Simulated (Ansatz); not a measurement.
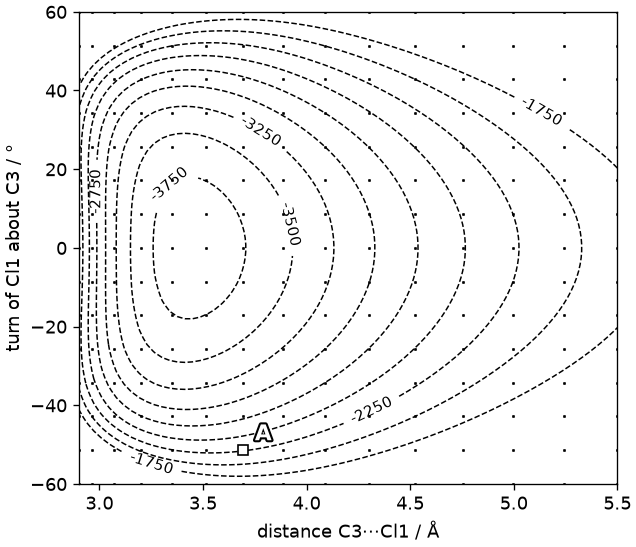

The pair Cl···CH₂F₂, charge −1. The turn is about an axis along (0.11, −0.98, −0.17) in the frame of the relaxed pair, normal to the line between the partners. The first coordinate is: distance C3···Cl1; the second: turn of Cl1 about C3. Grid: 15 × 15 points; 199 points were computed and 26 follow by symmetry. Points are written as (first, second). Energies are in cm⁻¹, from the ion and the molecule far apart, frozen as in the relaxed pair, each in its own basis (no counterpoise correction). All numbers below come from RHF/def2-SVPD in Ansatz 0.2.0.

The picture shows contour lines labelled in cm⁻¹ (none above −1750), dots at the grid points, the point A. Between grid points the surface is interpolated.

Question: Which way does the force act at A, and how strong is it?

Answer: A, at (3.694 Å, −51.4°), is not a stationary point. The computed force is 460 cm⁻¹ for each Å towards smaller values of distance C3···Cl1 and 70 cm⁻¹ for each degree towards larger values of turn of Cl1 about C3.
